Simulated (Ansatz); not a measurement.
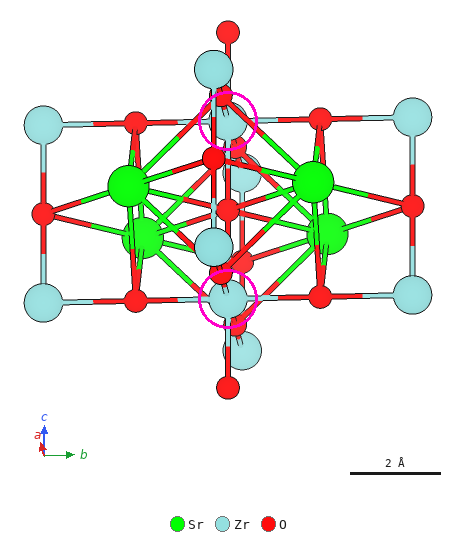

Perfect SrZrO₃. A ball-and-stick model of the atoms within 5.0 Å of one point, seen from a free direction.

Level of theory: Ansatz 0.2.0, DFT, PBEsol, PAW, plane waves. (plane-wave cutoff 420 eV; k-point mesh 1 × 1 × 1; mesh shifted by (0.25, 0.25, 0.25); collinear spin) Fermi-Dirac smearing of 0.01 eV. The axes drawn are those of the host's conventional cell.

A zirconium atom is replaced by gallium and a zirconium atom is taken out (a vacancy), the two sites 4.1 Å apart at the ringed places, in charge state 0. The supercell has 40 sites, and the atoms are relaxed at the host's cell.

Question: How do the neighbours respond?

Answer: In the host the Zr atom has 6 O at 2.06 Å; the Ga atom ends with 6 O at 1.87 to 2.13 Å. Around the empty Zr site the host had 6 O at 2.06 Å; after relaxation the nearest atoms are 6 O at 2.21 to 2.40 Å. Of the host's atoms, an oxygen atom moves furthest from its site, by 0.58 Å. The cell's net moment is 5.00 μB.

The relaxed defect, seen from the same direction:

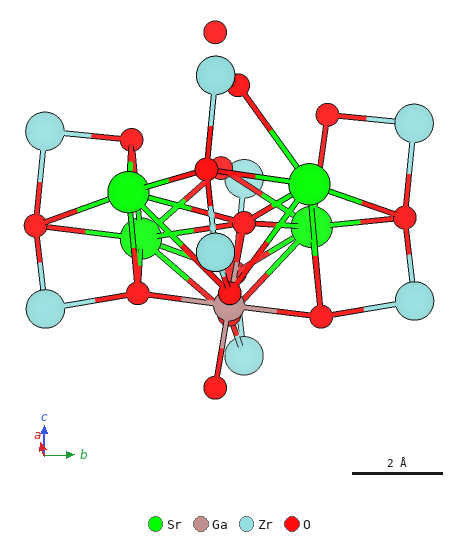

Limits of the set-up: the periodic images lie only 8.3 Å apart, so the values are limited by the cell's size.
